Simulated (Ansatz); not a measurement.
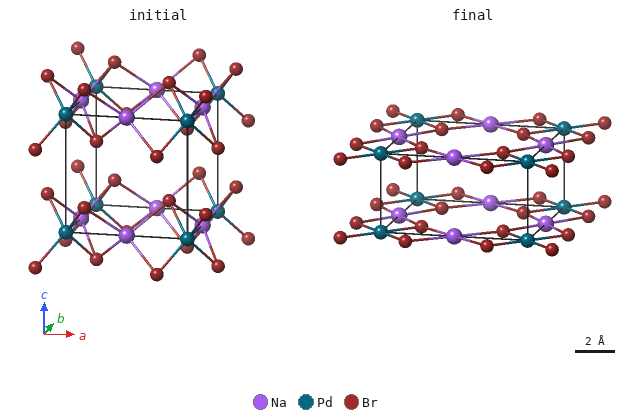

The structure of a crystal of Na₂PdBr₄ (built on the Cu2WS4-111 type type) before (left) and after (right) a relaxation, at one scale.

A ball-and-stick model of the cell of the calculation, seen slightly off an axis.

All numbers below come from DFT, r2SCAN+rVV10, plane waves, PAW in Ansatz 0.2.0. (plane-wave cutoff 500 eV; k-point mesh 4 × 4 × 4; occupations fermi dirac; smearing width 0.03 eV; no spin polarisation; cell and atoms relaxed; force threshold 0.01 eV/Å; at most 120 steps)

Q: Describe what moved and what it gained.

A: The largest moves relative to the cell, 1.14 Å, are those of Br atoms. Pd and Na stay in place. The drawn cell changes as follows: a = b 6.508 → 7.853 Å (+20.7 %), c 6.294 → 4.196 Å (−33.3 %); the volume changes by −2.9 %. Among the contacts that change: Br–Na 2.879 → 2.794 Å, Br–Pd 2.497 → 2.461 Å. Bond angles that change, for instance: Br–Pd–Br 95.9° → 180.0°, Br–Na–Br 109.0° → 180.0°, Na–Br–Na 106.1° → 167.0°. The space group (tolerance 0.01 Å) goes from P-42m (No. 111) to P4/mmm (No. 123). After 25 accepted moves (27 points after the start) the energy has fallen by 237 meV per atom. Largest force component: 0.13 eV/Å at the start, under 0.0001 eV/Å at the end. The pressure goes from 0.07 to 0.00 GPa. At 2 points the geometry stayed and the basis and grid were re-selected for the new cell (energy shift of 2.5 meV per atom at most each time).
